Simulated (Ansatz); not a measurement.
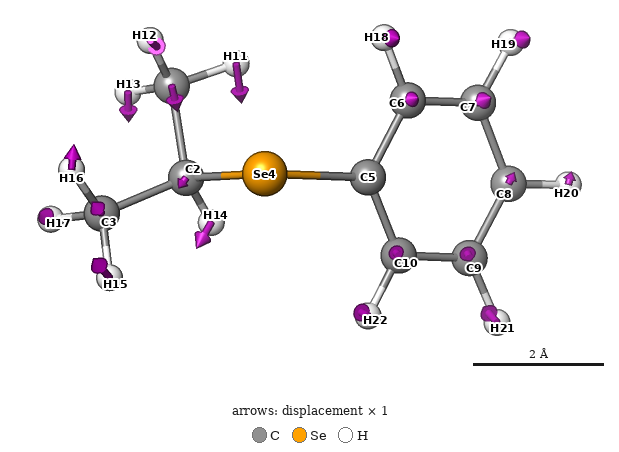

A relaxation of C$_{9}$H$_{12}$Se (coarse preliminary run). The starting structure is drawn; purple arrows show the displacements, at their true length. The two geometries are superimposed by the best rigid fit.

A ball-and-stick model, seen at a tilt.

The start comes from a force field.

The calculation used RKS PBE-D4/def2-SVP (Ansatz 0.2.0). Settings: force threshold 0.03 eV/Å; at most 200 steps.

Atoms of which element are displaced furthest, and by how much?

Hydrogen: up to 0.73 Å, against 0.49 Å for carbon.

What happened in the run?

After 18 accepted moves (19 points after the start) the energy has fallen by 15.9 kcal/mol. The largest force component goes from 5 to 0.015 eV/Å. The line search rejected the trial step at point 15 of the run. The forces were under the threshold at step 13, but the run went on from there. An H atom moves most after the best rigid fit: 0.73 Å. Largest moves by element: H 0.73 Å, C 0.49 Å, Se 0.07 Å. Some distances before and after: C–Se 1.892 → 2.006 Å, C–H 1.005 → 1.112 Å, C–C 1.581 → 1.523 Å, C–Se 1.977 → 1.929 Å. Bond angles that change, for instance: H–C–H 112.8° → 107.8°, C–C–H 106.7° → 111.7°, C–Se–C 93.5° → 97.5°.
